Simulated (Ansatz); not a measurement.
Errors in the atomisation enthalpy at 298 K

6 molecules of light elements (H to F); the atomisation enthalpy at 298 K in kJ/mol, computed less measured. Shapes, held fixed at every level: PBE0-D4/def2-TZVP. Flexible molecules stand in one conformer, not always the lowest. Thermal terms are harmonic and unscaled (B3LYP/6-31G*, PBE/def2-SVP, PBE0-D4/def2-TZVP); the spin-orbit lowering of the free atoms is taken from their spectra. Programs: Ansatz 0.2.0. Measured values: Active Thermochemical Tables, CRC Handbook of Chemistry and Physics.

Levels: A = BLYP/6-31G* (spherical functions); B = r2SCAN0/6-31G* (spherical functions); C = B2PLYP/6-31G* (spherical functions); D = PBE-QIDH/6-31G* (spherical functions).

```tsv
molecule	from tabulated heats	A	B	C	D
C4H6 (1,3-butadiene)	4065	-19	-59	-107	-105
C3H6O2 (methyl acetate)	4370	-1	-86	-123	-133
C3H7N (cyclopropylamine)	4072	-48	-78	-143	-132
C4H6O2 (methyl acrylate)	5007	-24	-130	-163	-170
C4H8 (cyclobutane)	4584	-50	-30	-121	-92
C4H8 (isobutene)	4629	-45	-53	-131	-122
```

(1) Sum up the errors.

Answers

(1) 
```
                                level           kind  mean error  mean absolute error          worst case
    BLYP/6-31G* (spherical functions)            GGA       -31.2                 31.2  C4H8 (cyclobutane)
 r2SCAN0/6-31G* (spherical functions)  global hybrid       -72.7                 72.7              C4H6O2
  B2PLYP/6-31G* (spherical functions)  double hybrid      -131.3                131.3              C4H6O2
PBE-QIDH/6-31G* (spherical functions)  double hybrid      -125.7                125.7              C4H6O2
```

On this set BLYP/6-31G* (spherical functions) has the smallest mean absolute error and B2PLYP/6-31G* (spherical functions) the largest. BLYP/6-31G* (spherical functions) is too low in 6 of 6; r2SCAN0/6-31G* (spherical functions) is too low in 6 of 6; B2PLYP/6-31G* (spherical functions) is too low in 6 of 6; PBE-QIDH/6-31G* (spherical functions) is too low in 6 of 6. The tabulated value of C4H6O2 is in doubt (older tables, estimates, or at odds with other calculations) and kept here. Over the 5 molecules whose values aren't doubted the mean absolute errors are A 32.6; B 61.2; C 125.0; D 116.8. The largest two are near a tie. The set is small.

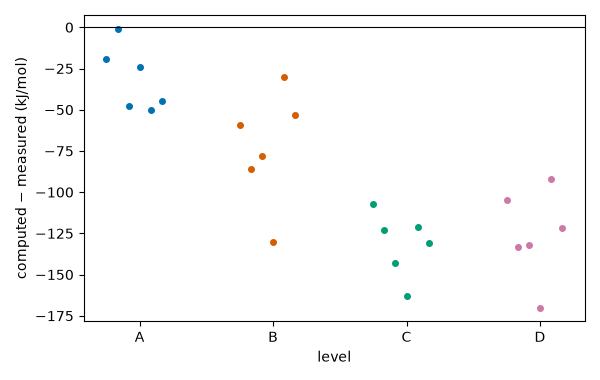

Errors of each level, one point a molecule.
